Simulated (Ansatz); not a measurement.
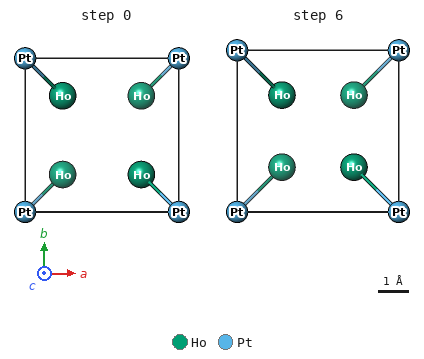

The structure of solid Ho4Pt (a generated structure, set up in P-43m) (coarse preliminary run) before (left) and after (right) a relaxation, at one scale.

Style: ball-and-stick. Shown: the cell of the calculation, along the c axis.

Level of theory: DFT PBE, scalar-relativistic, plane waves, PAW; 4f electrons in the core of a trivalent norm-conserving potential (Ansatz). (plane-wave cutoff 690 eV; k-point mesh 4 × 4 × 4; occupations gaussian; smearing width 0.1 eV; no spin polarisation; cell and atoms relaxed; force threshold 0.04 eV/Å; at most 70 steps)

What changed between the two?

Answer. The largest moves relative to the cell, 0.32 Å, are those of Ho atoms. Pt stays in place. The drawn cell changes as follows: a = b = c 5.206 → 5.477 Å (+5.2 %); the volume changes by +16.5 %. Among the contacts that change: Ho–Ho 3.590 → 4.295 Å, Ho–Pt 2.198 → 2.630 Å, Ho–Ho 3.773 → 3.451 Å. The space group stays P-43m (No. 215). After 4 accepted moves (6 points after the start) the energy has fallen by 1336 meV per atom. Largest force component: 5.7 eV/Å at the start, 0.012 eV/Å at the end. The pressure goes from 31.66 to 0.00 GPa. The line search rejected the trial step at point 3 of the run. At 1 point the geometry stayed and the basis and grid were re-selected for the new cell (energy shift of 1.1 meV per atom at most each time).
